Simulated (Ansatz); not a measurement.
# One shape, several levels: SiF2 (SMILES F[Si]F)

Wanted: a comparison of 6 runs (HF/STO-3G, B3LYP/STO-3G, PBE/STO-3G, UB3LYP/STO-3G, r2SCAN0/STO-3G, CCSDT(Q)/STO-3G) of SiF2. 

The results are computed with Ansatz 0.2.0.

36 further runs of the same task are left out: 4 that didn't finish, 32 set aside as unsound or not needed.

## Step 1: The structure to begin with

SiF2 has 3 atoms, charge 0, and is taken as a singlet. SMILES: `F[Si]F`. The F2–Si1 distance was set to 3.235 Å, away from the relaxed value. At this shape a bond of the SMILES string is far longer than usual.

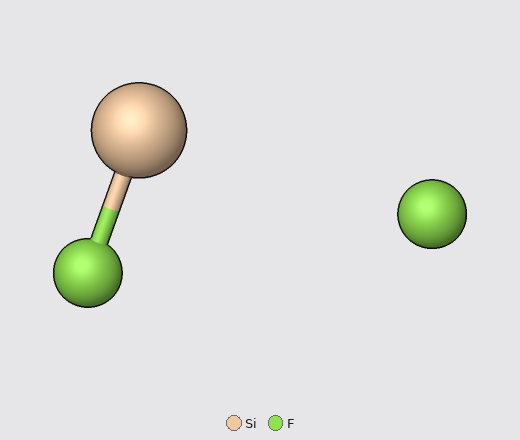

The structure, seen from a chosen angle (silicon light orange, fluorine green).

## Step 2: The energy at HF/STO-3G (run 1)

The input, in.yaml:

```yaml
crystal:
  periodic: [false, false, false]
  atoms:
    - {symbol: Si, position_ang: [-1.157500, 0.001980, -1.870190]}
    - {symbol: F, position_ang: [1.165930, -0.017340, 0.380560]}
    - {symbol: F, position_ang: [-2.331870, 0.034680, -0.761140]}
basis:
  gaussian:
    orbitals: STO-3G
accuracy: high
hamiltonian:
  xc: hf
```

Started as:

```bash
$ ansatz run in.yaml --threads 1 --pin off --max-ram 2610MiB --events-out events.jsonl --progress --plain --runs-dir runs
```

Log:

```text
Warning: RAYON_NUM_THREADS=1 ignored (pool sized by the plan → 1); use --threads N
Functional definition: HF
  name "HF"
  exchange = exact_x
  correlation = 0
304 factors; integrals over basis functions are off by at most 2.4e-8 eV
mean field evaluation 1: about -13092.9922 eV, gradient 2.0e1 eV
mean field evaluation 2: about -13093.0181 eV, gradient 2.0e1 eV
mean field evaluation 4: about -13094.8249 eV, gradient 7.0e0 eV
mean field evaluation 8: about -13095.9668 eV, gradient 8.7e0 eV
mean field evaluation 16: about -13098.3367 eV, gradient 9.3e-7 eV
mean field evaluation 32: about -13091.3591 eV, gradient 3.7e1 eV
mean field evaluation 64: about -13095.9544 eV, gradient 8.7e0 eV
mean field -13098.33673579 eV, -481.3549966689 hartree, gradient 3.8e-8 eV, S^2 0.000000; 1 other end points of the search recorded, 0 dependent functions left out
reference -13098.33673579 eV, -481.3549966689 hartree; 16, 16 occupied and 3, 3 virtual orbitals, 304 factors
Total energy: -13098.33673579 eV, -481.3549966689 hartree
```

Wall time 0.14 s (1 thread of Arm Neoverse V1, shared host).

## Step 3: A single-point energy at B3LYP/STO-3G (run 2)

The input, molecule.yaml:

```yaml
crystal:
  periodic: [false, false, false]
  atoms:
    - {symbol: Si, position_ang: [-1.157500, 0.001980, -1.870190]}
    - {symbol: F, position_ang: [1.165930, -0.017340, 0.380560]}
    - {symbol: F, position_ang: [-2.331870, 0.034680, -0.761140]}
basis:
  gaussian:
    orbitals: STO-3G
accuracy: high
total_charge: 0
hamiltonian:
  xc: {name: B3LYP}
```

Started as:

```bash
$ ansatz run molecule.yaml --threads 1 --pin off --max-ram 2610MiB --events-out events.jsonl --progress --plain --runs-dir runs
```

Log:

```text
Warning: RAYON_NUM_THREADS=1 ignored (pool sized by the plan → 1); use --threads N
Functional definition: B3LYP
  name "B3LYP"
  parameter a0 = 0.2
  parameter ax = 0.72
  parameter ac = 0.81
  exchange = (1 - a0 - ax)*slater_x + ax*b88_x + a0*exact_x
  correlation = (1 - ac)*vwn_rpa_c + ac*lyp_c
304 factors; integrals over basis functions are off by at most 2.4e-8 eV
mean field evaluation 1: about -13125.7829 eV, gradient 1.8e1 eV
mean field evaluation 2: about -12762.9285 eV, gradient 2.2e1 eV
mean field evaluation 4: about -13125.4418 eV, gradient 2.1e1 eV
mean field evaluation 8: about -13133.9888 eV, gradient 4.1e-1 eV
mean field evaluation 16: about -13134.0002 eV, gradient 9.5e-9 eV
mean field evaluation 32: about -13132.9426 eV, gradient 1.5e1 eV
mean field -13134.00022324 eV, -482.6656056589 hartree, gradient 1.3e-8 eV, S^2 0.000000; 6 other end points of the search recorded, 0 dependent functions left out
reference -13134.00024436 eV, -482.6656064351 hartree; 16, 16 occupied and 3, 3 virtual orbitals, 304 factors
Total energy: -13134.00024436 eV, -482.6656064351 hartree
```

It took 1.4 s on 1 thread of Arm Neoverse V1, shared host; peak memory 0.089 GiB.

Runs 3 to 5 aren't shown in full; the table further down has their settings and results.

## Step 4: The energy at CCSDT(Q)/STO-3G (run 6)

The input, input.yaml:

```yaml
basis:
  gaussian:
    orbitals: STO-3G
crystal:
  periodic: [false, false, false]
  atoms:
    - symbol: Si
      position_ang: [-1.157500, 0.001980, -1.870190]
    - symbol: F
      position_ang: [1.165930, -0.017340, 0.380560]
    - symbol: F
      position_ang: [-2.331870, 0.034680, -0.761140]
correlation:
  method: ccsdt_q
  frozen_orbitals: {F: 1, Si: 5}
accuracy: high
scf:
  omitted_lower_state_checks: [cluster_reference, increment]
```

Started as:

```bash
$ ansatz run input.yaml --threads 1 --pin off --max-ram 2610MiB --events-out events.jsonl --progress --plain --runs-dir runs
```

Log:

```text
Warning: RAYON_NUM_THREADS=1 ignored (pool sized by the plan → 1); use --threads N
[... 13 lines left out ...]
7 core orbitals not correlated: weight in the atoms' cores, before any rotation towards them, 1.000 or more for the frozen orbitals, at most 0.000 for the correlated occupied ones
[... 92 lines left out ...]
WARN: these amplitudes may be one of several solutions (largest doubles amplitude 0.95, level shift 13.36 eV)
Total energy: -13105.39202402 eV, -481.6142737290 hartree
Checks for a lower state left out: cluster_reference, increment
```

It took 1 s on 1 thread of Arm Neoverse V1, shared host.

## Step 5: Overview of the runs

```
run            level  frozen core orbitals  energy (Eh)  wall time
  1        HF/STO-3G                     –  -481.354997     0.14 s
  2     B3LYP/STO-3G                     –  -482.665606      1.4 s
  3       PBE/STO-3G                     –  -482.361809        3 s
  4    UB3LYP/STO-3G                     –  -482.709332      5.4 s
  5   r2SCAN0/STO-3G                     –  -482.587843      3.3 s
  6  CCSDT(Q)/STO-3G                     7  -481.614274        1 s
```

## Step 6: What came out

| quantity | value |
| --- | --- |
| run 6: total energy | -481.61427 Eh |
| run 6: correlation energy (7 core orbitals frozen) | -259.3 mEh |
| run 6: T1 diagnostic | 0.083 |

**Reading.** Totals of different functionals can't be ranked against each other. In run 6 the log says that unrestricted orbitals would lower the reference, so the values rest on an unstable closed-shell determinant (other closed-shell runs at this shape may share the fault). In runs 1, 2, 3, 4, 5, 6 the basis is minimal, so the values are rough. In runs 1, 2, 3, 5 a closed-shell determinant meets a far-stretched bond, which it describes badly. Spin contamination of the reference: run 4 ⟨S²⟩ = 0.84. Where it is this large, the reference is a mixture of spin states, and values that rest on it are in doubt. All runs together took 14 s, the longest 5.4 s.
